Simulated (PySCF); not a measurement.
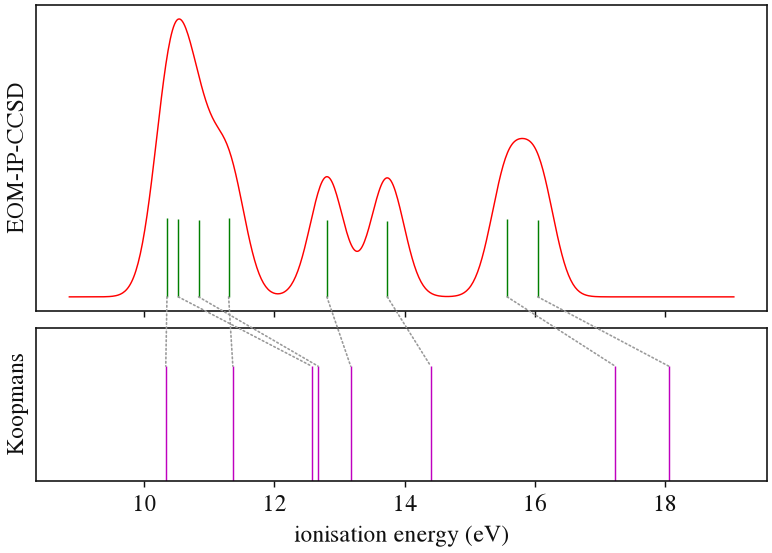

Valence photoelectron lines of C₄H₄N₂, SMILES [H]/N=C\C#C/C=N/[H]: vertical EOM-IP-CCSD/aug-cc-pVDZ (frozen core, PySCF 2.14.0, at a PBE0-D3(BJ)/def2-SVP geometry (no frequency check); 8 lines, one for each of the 8 highest orbitals, so a line of a deeper orbital can be missing among them) above, Hartree-Fock orbital energies with the sign turned below, non-relativistic; dotted lines join each line to its leading orbital. Stick heights are one-hole weights (summed over degenerate lines), not cross-sections; Gaussian width 0.60 eV.

Do correlation and relaxation change the order of the lines?

Yes: in order of rising energy the holes are HOMO, HOMO−2, HOMO−3, HOMO−1, HOMO−4, HOMO−5, HOMO−6, HOMO−7.

List the lines.

| hole | EOM-IP-CCSD (eV) | Koopmans (eV) | one-hole weight |
| --- | --- | --- | --- |
| HOMO | 10.35 | 10.33 | 0.96 |
| HOMO-2 | 10.52 | 12.57 | 0.94 |
| HOMO-3 | 10.83 | 12.67 | 0.93 |
| HOMO-1 | 11.30 | 11.36 | 0.95 |
| HOMO-4 | 12.80 | 13.17 | 0.93 |
| HOMO-5 | 13.73 | 14.40 | 0.92 |
| HOMO-6 | 15.57 | 17.23 | 0.94 |
| HOMO-7 | 16.04 | 18.06 | 0.93 |

Caveats: small basis, so the lines can lie some tenths of an eV too low.
